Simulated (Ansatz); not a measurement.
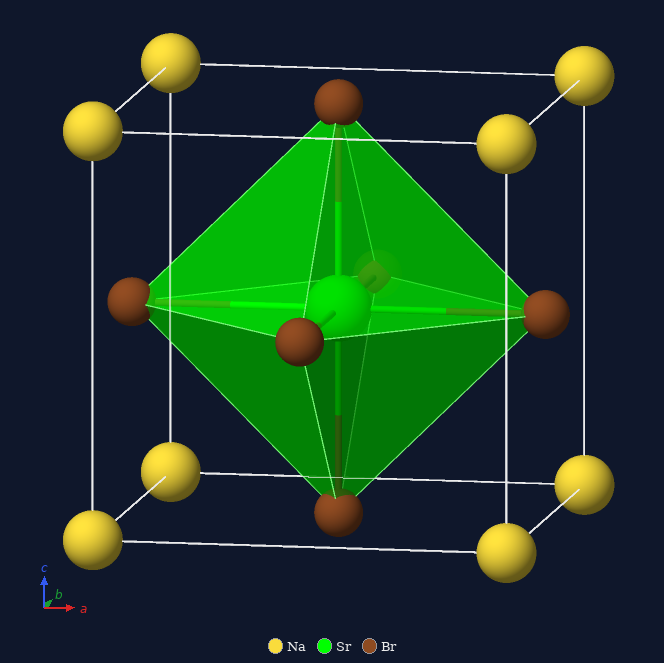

Shown here is a polyhedral view of the crystal, taken slightly off an axis. The unit cell is outlined; an atom on or near a face, edge or corner is repeated at each equivalent position.

NaSrBr₃, a = 5.928 Å, b = 5.928 Å, c = 5.839 Å, α = 90.00°, β = 90.00°, γ = 90.00°. Strictly the space group is P4/mmm (No. 123, within 0.01 Å). It is a distorted form of a primitive cubic structure, space group Pm-3m (No. 221) within 0.25 Å: cubic perovskite with the larger cation on the octahedral site (an inverted filling). Its origin is a structure type filled with these elements by a generator (whether the compound takes this form wasn't checked). The cell was then strained or its atoms displaced on purpose. It was run through Ansatz as a DFT input.

This one geometry was computed with Ansatz (DFT, plane waves, PAW) at three levels of theory: HSE06, r2SCAN and PBE. It was relaxed with r2SCAN and then strained.

> How does the band gap change with the level of theory?

PBE: a gap of 2.98 eV, indirect; r2SCAN: a gap of 3.71 eV, indirect; HSE06: a gap of 4.09 eV, indirect.

> Collect the results in a table.

| level | cutoff (eV) | k-mesh of the run's cell | gap (eV) | pressure (GPa) |
| --- | --- | --- | --- | --- |
| HSE06 | 420 | 4×4×4 | 4.09 | 0.4 |
| r2SCAN | 500 | 4×4×4 | 3.71 | 0.3 |
| PBE | 420 | 4×4×4 | 2.98 | 0.6 |

Gaps are taken on the k-mesh or band path of each run.
